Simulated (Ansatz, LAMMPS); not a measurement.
**Relaxing glassy 47SiO2-23SrO-30Li2O (mol %) (119 atoms)**

Wanted: the relaxed structure of glassy 47SiO2-23SrO-30Li2O (mol %) (119 atoms) and its electronic structure.

Main program and level: Ansatz 0.2.0; Kohn-Sham DFT, PBE, PAW (set soft_2), plane waves.

### 1. The starting structure

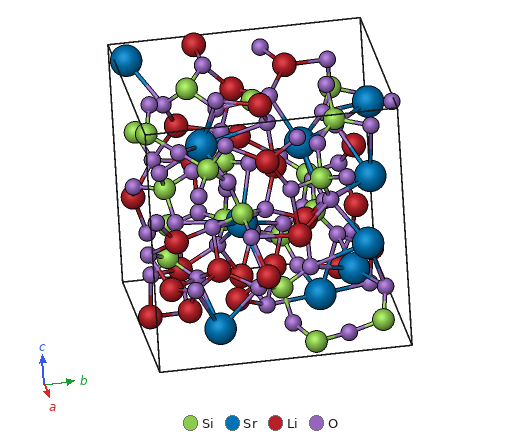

The cell as given, slightly off an axis (silicon green, strontium blue, lithium red, oxygen purple). Bonds to atoms that aren't drawn are left out. Some periodic images of atoms are drawn too.

The cell holds 119 atoms: 20 Si, 10 Sr, 26 Li and 63 O. Its edges and angles: a = 11.438 Å, b = 11.438 Å, c = 11.438 Å, α = 90.0°, β = 90.0°, γ = 90.0°. 119 atoms (20 Si, 10 Sr, 26 Li, 63 O) placed at random at 2.99 g/cm³, melted at 4000 K for 10 ps at fixed volume with the Morse and Coulomb pair potential with partial charges (Pedone, Malavasi, Menziani, Cormack and Segre, J. Phys. Chem. B 110, 11780 (2006)). Quenched from 4000 K to 300 K at 25 K/ps and fixed volume, held 10 ps at zero pressure.

What the set-up can't give: The quench rate of 25 K/ps is orders of magnitude faster than experiment, which tends to freeze in extra defects. The starting topology of bonds comes from the classical model. The Brillouin zone is sampled at Γ only, in a cell whose shortest periodic width is 11 Å.

### 2. The classical run that made the cell

A classical potential makes the cell, at a small fraction of what the same run would cost in DFT.

This step: classical MD, Morse and Coulomb pair potential with partial charges (Pedone, Malavasi, Menziani, Cormack and Segre, J. Phys. Chem. B 110, 11780 (2006)) (LAMMPS 22 Jul 2025 - Update 4).

Contents of in.lmp:

```
# melt-quench of Si20Sr10Li26O63
units metal
atom_style charge
boundary p p p
region box block 0 11.3458 0 11.3458 0 11.3458
create_box 4 box
mass 1 28.0850   # Si
mass 2 87.6200   # Sr
mass 3 6.9400   # Li
mass 4 15.9990   # O
create_atoms 1 random 20 296163 NULL overlap 1.5 maxtry 2000
create_atoms 2 random 10 296170 NULL overlap 1.5 maxtry 2000
create_atoms 3 random 26 296177 NULL overlap 1.5 maxtry 2000
create_atoms 4 random 63 296184 NULL overlap 1.5 maxtry 2000
pair_style hybrid/overlay pedone 5.5 coul/long 8.0
pair_coeff * * coul/long
pair_coeff 1 4 pedone 0.340554 2.006700 2.100000 1   # Si-O
pair_coeff 2 4 pedone 0.019623 1.886000 3.328330 3   # Sr-O
pair_coeff 3 4 pedone 0.001114 3.429506 2.681360 1   # Li-O
pair_coeff 4 4 pedone 0.042395 1.379316 3.618701 22   # O-O
set type 1 charge 2.4
set type 2 charge 1.2
set type 3 charge 0.6
set type 4 charge -1.2
kspace_style pppm 1.0e-4
neigh_modify delay 0 every 1 check yes
thermo_style custom step time temp pe press density
thermo_modify norm yes
timestep 0.002
thermo 100
min_style cg
minimize 1e-4 1e-4 200 2000
reset_timestep 0
velocity all create 4000 296164 mom yes dist gaussian
# [... 11 lines left out ...]
fix md all nvt temp 4000 300 0.2
run 74000 post no
unfix md
thermo 1666
fix md all npt temp 300 300 0.2 iso 0 0 2
run 5000 post no
unfix md
write_dump all custom glass.dump id type xs ys zs modify sort id
```

On the command line:

```bash
$ lmp -in in.lmp -log none -nocite
```

Numbers of over 12 decimals in the logs are rounded to 6 here.

The program printed:

```text
LAMMPS (22 Jul 2025 - Update 4)
Created orthogonal box = (0 0 0) to (11.3458 11.3458 11.3458)
Created 20 atoms
Created 10 atoms
Created 26 atoms
Created 63 atoms
PPPM initialization ...
  G vector (1/distance) = 0.37873756
  grid = 12 12 12
  estimated relative force accuracy = 5.6769361e-05
   Step          Time           Temp          PotEng         Press         Density
         0   0              0              0.2767336      904151.84      2.9859616
        98   0.196          0             -11.325998      24016.014      2.9859616
Loop time of 0.0738735 s on 1 MPI rank(s) for 98 steps with 119 atoms
Minimization stats:
  Stopping criterion = energy tolerance
[... 17 lines left out ...]
[... 1 line left out ...]
Loop time of 2.40567 s on 1 MPI rank(s) for 5000 steps with 119 atoms
   Step          Time           Temp          PotEng         Press         Density
[... 12 lines left out ...]
Loop time of 34.02 s on 1 MPI rank(s) for 74000 steps with 119 atoms
   Step          Time           Temp          PotEng         Press         Density
[... 1 line left out ...]
     81634   163.268        307.81115     -11.411896     -8435.2701      2.9017259
     83300   166.6          286.98743     -11.414689     -3479.8401      2.8874882
     84966   169.932        273.65263     -11.418695      4290.9281      2.9321569
     85000   170            272.43959     -11.416829     -2841.3851      2.9141475
Loop time of 2.70334 s on 1 MPI rank(s) for 5000 steps with 119 atoms
```

Elapsed: 40 s, on 1 thread of Arm Neoverse V2, shared host; peak memory 0.069 GiB.

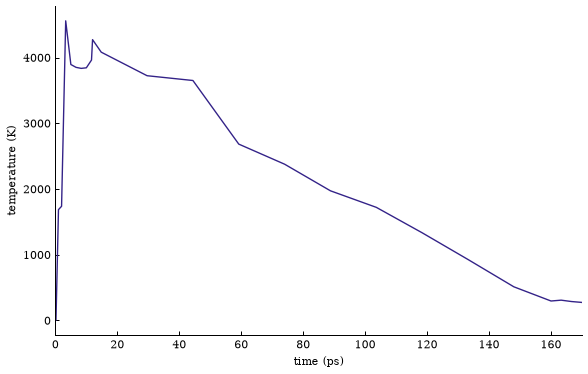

Temperature, plotted against time.

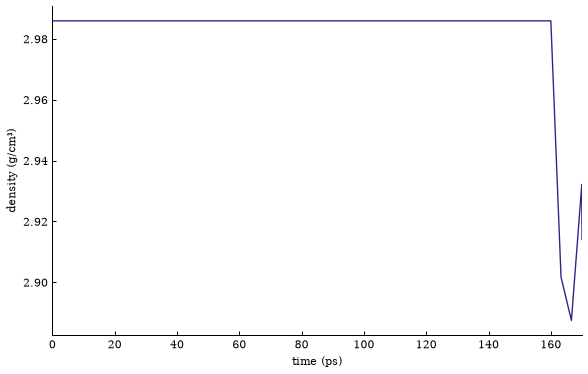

Density, plotted against time.

### 3. Single point at the start

The forces at the start show how far the geometry lies from a minimum of this functional.

Contents of input.yaml:

```yaml
crystal:
  lattice:
    - [11.43824, 0.0, 0.0]
    - [0.0, 11.43824, 0.0]
    - [0.0, 0.0, 11.43824]
  atoms:
    - { symbol: Si, position: [0.65973, 0.79138, 0.84851] }
    - { symbol: Si, position: [0.80255, 0.38797, 0.54823] }
    - { symbol: Si, position: [0.882, 0.25342, 0.78173] }
    - { symbol: Si, position: [0.14932, 0.73572, 0.42947] }
    - { symbol: Si, position: [0.42681, 0.13492, 0.54011] }
    - { symbol: Si, position: [0.90582, 0.90526, 0.08322] }
    - { symbol: Si, position: [0.57375, 0.11251, 0.30804] }
    - { symbol: Si, position: [0.44559, 0.49845, 0.87867] }
    - { symbol: Si, position: [0.06397, 0.18593, 0.24157] }
    - { symbol: Si, position: [0.33853, 0.257, 0.91363] }
    - { symbol: Si, position: [0.23627, 0.38809, 0.30895] }
    - { symbol: Si, position: [0.76006, 0.53229, 0.20613] }
    - { symbol: Si, position: [0.92715, 0.6335, 0.03003] }
    - { symbol: Si, position: [0.09017, 0.85319, 0.75807] }
    - { symbol: Si, position: [0.41612, 0.72113, 0.37713] }
    - { symbol: Si, position: [0.0132, 0.08388, 0.6263] }
    - { symbol: Si, position: [0.30767, 0.38943, 0.58272] }
    - { symbol: Si, position: [0.14252, 0.61811, 0.18046] }
    - { symbol: Si, position: [0.75441, 0.03522, 0.9067] }
    - { symbol: Si, position: [0.86906, 0.69892, 0.68937] }
    - { symbol: Sr, position: [0.36036, 0.9661, 0.78745] }
    - { symbol: Sr, position: [0.86413, 0.86862, 0.39455] }
    - { symbol: Sr, position: [0.60161, 0.26832, 0.77309] }
    - { symbol: Sr, position: [0.54631, 0.41554, 0.41398] }
    - { symbol: Sr, position: [0.3935, 0.68398, 0.65873] }
    - { symbol: Sr, position: [0.62843, 0.83626, 0.20096] }
    - { symbol: Sr, position: [0.82208, 0.27222, 0.08507] }
    - { symbol: Sr, position: [0.65101, 0.9201, 0.58999] }
    - { symbol: Sr, position: [0.4097, 0.72494, 0.02306] }
    - { symbol: Sr, position: [0.13809, 0.05062, 0.97956] }
    - { symbol: Li, position: [0.68489, 0.49818, 0.94884] }
    - { symbol: Li, position: [0.22864, 0.91514, 0.55963] }
    - { symbol: Li, position: [0.17027, 0.66892, 0.90348] }
    - { symbol: Li, position: [0.79958, 0.09172, 0.26153] }
    - { symbol: Li, position: [0.19916, 0.45154, 0.83843] }
    - { symbol: Li, position: [0.19149, 0.03803, 0.42604] }
    - { symbol: Li, position: [0.69755, 0.64867, 0.4584] }
    - { symbol: Li, position: [0.55894, 0.38027, 0.09639] }
    - { symbol: Li, position: [0.61653, 0.54946, 0.66034] }
    - { symbol: Li, position: [0.13242, 0.92162, 0.27015] }
    - { symbol: Li, position: [0.17094, 0.22762, 0.69821] }
    - { symbol: Li, position: [0.80102, 0.28401, 0.32138] }
    - { symbol: Li, position: [0.07319, 0.29757, 0.50026] }
    - { symbol: Li, position: [0.48486, 0.0404, 0.03295] }
    - { symbol: Li, position: [0.18634, 0.83036, 0.04053] }
    - { symbol: Li, position: [0.8089, 0.12131, 0.46268] }
    - { symbol: Li, position: [0.3667, 0.18534, 0.17251] }
    - { symbol: Li, position: [0.98961, 0.45301, 0.34793] }
    - { symbol: Li, position: [0.91379, 0.59589, 0.47798] }
    - { symbol: Li, position: [0.36047, 0.94483, 0.17348] }
    - { symbol: Li, position: [0.07363, 0.32879, 0.98979] }
    - { symbol: Li, position: [0.47597, 0.5425, 0.18778] }
    - { symbol: Li, position: [0.05968, 0.4847, 0.58112] }
    - { symbol: Li, position: [0.57715, 0.18679, 0.07667] }
    - { symbol: Li, position: [0.9595, 0.47972, 0.81759] }
    - { symbol: Li, position: [0.30622, 0.4311, 0.09349] }
    - { symbol: O, position: [0.10294, 0.13441, 0.53809] }
    - { symbol: O, position: [0.74321, 0.27484, 0.48212] }
    - { symbol: O, position: [0.41208, 0.19852, 0.00736] }
    - { symbol: O, position: [0.09851, 0.86822, 0.43974] }
    - { symbol: O, position: [0.19627, 0.49889, 0.23347] }
    - { symbol: O, position: [0.41263, 0.8062, 0.26652] }
    - { symbol: O, position: [0.80189, 0.73944, 0.5688] }
    - { symbol: O, position: [0.11562, 0.84594, 0.88573] }
    - { symbol: O, position: [0.7115, 0.49118, 0.52116] }
    - { symbol: O, position: [0.56351, 0.53765, 0.82496] }
    - { symbol: O, position: [0.80249, 0.33853, 0.68791] }
    - { symbol: O, position: [0.08145, 0.98896, 0.70855] }
    - { symbol: O, position: [0.20765, 0.8038, 0.70309] }
    - { symbol: O, position: [0.6717, 0.02491, 0.36685] }
    - { symbol: O, position: [0.86626, 0.99603, 0.97686] }
    - { symbol: O, position: [0.6485, 0.21386, 0.23861] }
    - { symbol: O, position: [0.63107, 0.48607, 0.20888] }
    - { symbol: O, position: [0.37169, 0.25516, 0.57914] }
    - { symbol: O, position: [0.81613, 0.93294, 0.1859] }
    - { symbol: O, position: [0.65048, 0.06727, 0.98653] }
    - { symbol: O, position: [0.12088, 0.30064, 0.30527] }
    - { symbol: O, position: [0.53882, 0.80917, 0.77516] }
    [... 35 atom lines left out ...]
    - { symbol: O, position: [0.29259, 0.73684, 0.45906] }
    - { symbol: O, position: [0.14778, 0.70939, 0.29071] }
    - { symbol: O, position: [0.88955, 0.76942, 0.03876] }
    - { symbol: O, position: [0.72307, 0.92595, 0.82958] }
    - { symbol: O, position: [0.49914, 0.05152, 0.21412] }
    - { symbol: O, position: [0.98398, 0.19816, 0.71317] }
kpoints:
  mp_grid: { grid: [1, 1, 1] }
hamiltonian:
  xc: pbe
scf:
  occupations: { method: fixed }
output:
  forces: true
  stress: true
  populations: intrinsic
  dos:
    method: { smearing: { sigma: 0.08 } }
    de: 0.1
    projected: { site_lists: { Li: [Li], O: [O], Si: [Si], Sr: [Sr] } }
  eigenvalues: true
```

On the command line:

```bash
$ ansatz run input.yaml --threads 4 --pin off --max-ram 8192MiB --backend cpu --events-out ev --progress --plain --runs-dir out
```

The program printed:

```text
Engine: ansatz 0.2.0, aarch64-unknown-linux-gnu
Pseudopotentials: kind: paw
Pseudopotential: Si, paw, valence charge 4, recommended cutoff 420 eV (normal), Si.paw.azcp
Pseudopotential: Sr, paw, valence charge 10, recommended cutoff 420 eV (normal), Sr.paw.azcp
Pseudopotential: Li, paw, valence charge 3, recommended cutoff 420 eV (normal), Li.paw.azcp
Pseudopotential: O, paw, valence charge 6, recommended cutoff 420 eV (normal), O.paw.azcp
Functional definition: PBE
  parameter kappa = 0.804
  parameter beta = 0.066725
  exchange = pbe_x(kappa = kappa, mu = beta*pi^2/3)
  correlation = pbe_c(beta = beta)
Crystal: 119 atoms, lattice volume = 1496.503 Å³
Basis set: ecut = 420 eV, 29279 PW (Γ), exchange–correlation on 160×160×160 points (8 copies of the dense FFT grid, shifted against one another)
Bands: 437, of which v1, the nominal top of the filled ones, is band 318 counted from 1 (317 counted from 0)
Symmetry: 1 space group operations
Space group: P1 (ITA 1), of the structure as read, at distance tolerance 1.1e-4 Å
k-points: 1
Non-local potential: Si, projectors of the file, l = 0: 2, l = 1: 2, l = 2: 2
Non-local potential: Sr, projectors of the file, l = 0: 3, l = 1: 2, l = 2: 2
Non-local potential: Li, projectors of the file, l = 0: 3, l = 1: 2, l = 2: 1
Non-local potential: O, projectors of the file, l = 0: 2, l = 1: 2, l = 2: 1
PAW form: soft (Blöchl's): semilocal exchange-correlation on the pseudo side does not see the compensation charge
PAW one-centre angular grid: Si, 110 points (default); XC on 64 Gauss nodes
PAW one-centre angular grid: Sr, 110 points (default); XC on 64 Gauss nodes
PAW one-centre angular grid: Li, 110 points (default); XC on 64 Gauss nodes
PAW one-centre angular grid: O, 110 points (default); XC on 64 Gauss nodes
Initial density: superposition of atomic densities (neutral atoms: chi_scale 0, normalization atom), corrected by the library's trained network
Initial wavefunctions: pseudopotential atomic-orbital guess
Functional: x = pbe(κ = 0.804, μ = 0.219515), c = pbe(β = 0.066725)
SCF iter   1: F=—  HF=-89366.749150 eV  |F-HF|=—  |Δ(HF+E_count)|=         —  Δρ=2.20e-3  dr2=1.06e-1  ethr=1.77e-3  ⟨swp⟩=6.0  Hψ=1666  notcnv=0  defer=115
preconditioner: auto → Resta (q_TF=auto, 2.366 Å⁻¹)  ε∞=3.2  [insulator: Δε(μ)=3.091 eV  Ē_g=15.276 eV  n_scr=340 (ndim 8)  ℏωp=22.8 eV  f_vac=0.064  ε∞_Penn≈3.2]
SCF iter   2: F=—  HF=-89366.760888 eV  |F-HF|=—  |Δ(HF+E_count)|=   1.17e-2  Δρ=1.27e-3  dr2=2.39e-2  ethr=1.67e-5  ⟨swp⟩=3.0  Hψ=715  notcnv=0  defer=117
SCF iter   3: F=—  HF=-89366.761892 eV  |F-HF|=—  |Δ(HF+E_count)|=   1.00e-3  Δρ=5.40e-4  dr2=8.23e-3  ethr=3.75e-6  ⟨swp⟩=2.0  Hψ=532  notcnv=0  defer=117
SCF iter   4: F=—  HF=-89366.762342 eV  |F-HF|=—  |Δ(HF+E_count)|=   4.49e-4  Δρ=2.07e-4  dr2=6.72e-4  ethr=1.29e-6  ⟨swp⟩=2.0  Hψ=532  notcnv=0  defer=117
SCF iter   5: F=—  HF=-89366.762365 eV  |F-HF|=—  |Δ(HF+E_count)|=   2.37e-5  Δρ=1.06e-4  dr2=1.56e-4  ethr=1.06e-7  ⟨swp⟩=2.0  Hψ=589  notcnv=0  defer=117
SCF iter   6: F=—  HF=-89366.762413 eV  |F-HF|=—  |Δ(HF+E_count)|=   4.78e-5  Δρ=3.27e-5  dr2=1.52e-5  ethr=2.46e-8  ⟨swp⟩=2.0  Hψ=567  notcnv=0  defer=117
SCF iter   7: F=—  HF=-89366.761896 eV  |F-HF|=—  |Δ(HF+E_count)|=   5.17e-4  Δρ=1.67e-5  dr2=3.82e-6  ethr=2.40e-9  ⟨swp⟩=2.0  Hψ=755  notcnv=0  defer=116
SCF iter   8: F=—  HF=-89366.761897 eV  |F-HF|=—  |Δ(HF+E_count)|=   9.65e-7  Δρ=6.55e-6  dr2=6.06e-7  ethr=6.01e-10  ⟨swp⟩=2.0  Hψ=602  notcnv=0  defer=116
SCF iter   9: F=—  HF=-89366.761898 eV  |F-HF|=—  |Δ(HF+E_count)|=   4.78e-7  Δρ=3.68e-6  dr2=1.86e-7  ethr=9.54e-11  ⟨swp⟩=2.0  Hψ=567  notcnv=0  defer=116
SCF iter  10: F=-89366.761898 eV  HF=-89366.761898 eV  |F-HF|=1.41e-8  |Δ(HF+E_count)|=   2.71e-8  Δρ=9.98e-7  dr2=1.57e-8  ethr=1.57e-11  ⟨swp⟩=17.0  Hψ=3148  notcnv=0
SCF 1 converged in 10 iterations: F = -89366.761898 eV  dr2 = 1.57e-8
  greatest PAW one-centre occupation: 1.000 electrons in one spin orbital (limit 2), on the Li atom at site 49 (counted from 0), in its partial waves of l = 0
SCF converged after 10 iterations
Free energy (F): -89366.761898 eV
Harris-Foulkes:  -89366.761898 eV  (|F-HF|=1.41e-8)
Internal energy: -89366.761898 eV  (E = F + TS)
E sigma→0 (E₀):  -89366.761898 eV
Fermi energy:    5.189186 eV
--- Per-component energies (eV) ---
  E_band       = -4401.940034
  E_kinetic    = 15171.515941
  E_local      = -37751.661724  (includes V_loc(G=0)·N_el)
  E_nonlocal   = 4683.412236
  E_hartree    = 12772.164589
  E_xc         = -7852.840931
  E_vxc        = -8961.634027  (∫ρ·V_xc dr)
  E_paw        = -47752.917169  (= ΣΔE_a)
  E_vpaw       = -3088.060193  (= ΣTr[D̂ρ^β])
  E_aug_tail   = 0.159485  (compensation charges beyond the density's cutoff)
  E_ewald      = -28636.594324
  E_smearing   = -0.000000  (= −TS)
  E_closure    = 0.000000  (closes the sum)
  Σ components = -89366.761898   (vs F -89366.761898, Δ=0.00e0)
--- Forces (eV/Å), atoms counted from 1 ---
  atom   1  Si     0.04804578     1.36795076     0.51203328
  atom   2  Si    -0.66430316    -2.85241643    -0.31849574
  atom   3  Si    -3.08736843     1.25439362     0.13794715
  atom   4  Si     1.44631908     0.98149908    -0.90340673
  atom   5  Si     1.68607923    -1.79134496     1.73292507
  atom   6  Si     1.01242967    -1.56499190    -0.36358372
  atom   7  Si     1.93712241     1.34917292     2.64123656
  atom   8  Si    -2.15305138    -1.09923056     0.64087432
  atom   9  Si     0.48199611    -0.74544784    -1.66227560
  atom  10  Si    -0.37987925     2.10848127    -1.42843747
  atom  11  Si    -0.72090677    -1.29418439     0.69726923
  atom  12  Si     0.99491108     0.78850775     0.19331795
  atom  13  Si    -2.00348898     0.61403864     1.66014722
  atom  14  Si    -1.35280449    -0.08280041    -3.99356874
[...]
atom 118  O     -2.92530035    -1.71834728    -3.30921107
  atom 119  O      3.29904029    -1.02105123    -1.25189026
  max |Σ_I F_I| component: 4.82e-5 eV/Å
--- Stress (GPa, compression-positive) ---
        2.945123       0.668706      -0.562073
        0.668707       4.554918       1.505137
       -0.562070       1.505139       4.345500
  P = ⅓ Tr σ = 3.9485 GPa (39.485 kbar)
--- Band table (eV) ---
  k-point 0: bands = ["-40.6058", "-40.3857", "-40.0955", "-39.9816", [... 421 levels ...], "14.0994", "14.1193", "14.1565", "14.1785", "14.2221", "14.2691", "14.3261", "14.3491", "14.3737", "14.4395", "14.4601", "14.5050"]
--- intrinsic populations: 119 sites ---
  site symbol       q [e]
     0     Si      2.3932
     1     Si      2.4297
     2     Si      2.3541
[...]
118      O      6.9446
  spilling = -0.000000 (of n_electrons = 636.000000)
```

Wall time 28 s (4 threads of Arm Neoverse V2, shared host); peak memory 2.1 GiB; 1.7 min of CPU time.

Read from the output:

| Quantity | Value |
| --- | --- |
| free energy | -89366.7619 eV |
| free energy per atom | -750.9812 eV/atom |
| SCF cycles | 10 |
| pressure | 3.949 GPa |
| r.m.s. force component | 1.369 eV/Å |
| longest force | 6.721 eV/Å |
| Fermi energy | 5.189 eV |
| gap (highest filled to lowest empty level) | 2.803 eV |

The r.m.s. force component of 1.4 eV/Å and the pressure of 3.9 GPa set the starting point.

Neighbours are counted within 2.58 Å (O-Li), 2.12 Å (O-Si), 3.12 Å (O-Sr).

Length of the force by element and coordination:

```csv
element,coordination,atoms,mean length of the force (eV/Å),spread,least,most
Li,all,26,0.880,0.294,0.278,1.32
Li,2,1,0.856,0,0.856,0.856
Li,3,9,0.866,0.310,0.278,1.29
Li,4,14,0.884,0.31,0.410,1.32
Li,5,2,0.928,0.125,0.802,1.05
O,all,63,2.50,1.34,0.334,6.72
O,2,6,1.96,1.17,0.623,3.50
O,3,19,2.53,1.08,0.812,4.95
O,4,27,2.81,1.46,0.555,6.72
O,5,8,1.83,1.05,0.334,3.24
O,6,3,2.42,1.78,0.425,4.74
Si,all,20,2.44,0.754,1.28,4.22
Sr,all,10,0.862,0.342,0.383,1.64
Sr,5,2,0.692,0.0419,0.650,0.734
Sr,6,6,0.845,0.409,0.383,1.64
Sr,7,2,1.08,0.0483,1.03,1.13
```

(Part 1 of 3 ends here.)

[Logs are printed without paths, hosts, clocks, repeated set-up lines and the standing remarks that a program may print on its own settings, such as how far it seeks lower states.]

[Hosts, paths, dates, database ids (printed as entryN), source tags and the programs' standing remarks are cut or masked in the printed files.]
